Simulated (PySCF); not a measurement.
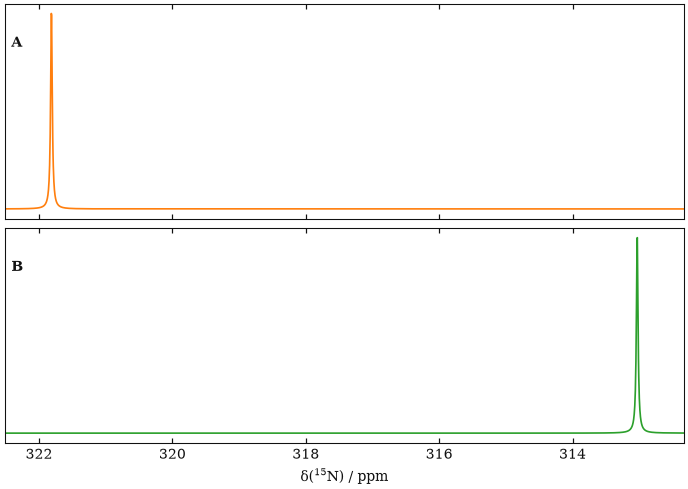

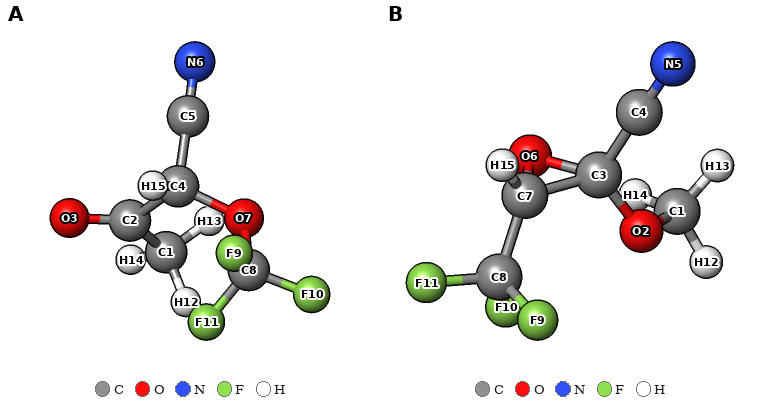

Related molecules: A is C₅H₄F₃NO₂, SMILES CC(=O)[C@H](C#N)OC(F)(F)F; B is C₅H₄F₃NO₂, SMILES CO[C@@]1(C#N)O[C@H]1C(F)(F)F. GIAO ¹⁵N shifts against NH₃ (¹⁵N: a single molecule, while the usual scales start at liquid NH₃ or nitromethane; multiply bonded nitrogen can come out tens of ppm too deshielded), PBE0/pcSseg-1, PySCF, at a GFN2-xTB geometry (no frequency check); fully decoupled, line heights follow the number of nuclei within a panel, widths are arbitrary (no quadrupolar broadening); values of one conformer, averaged over methyl-type rotors and exact or near symmetry; other conformers aren't averaged in.

How does the ¹⁵N shift respond?

From A (321.8 ppm) to B (313.0 ppm) the nucleus is shielded by 8.8 ppm.

Limits of at least one run: the tight-binding geometry is rougher than a DFT one and adds to the error.
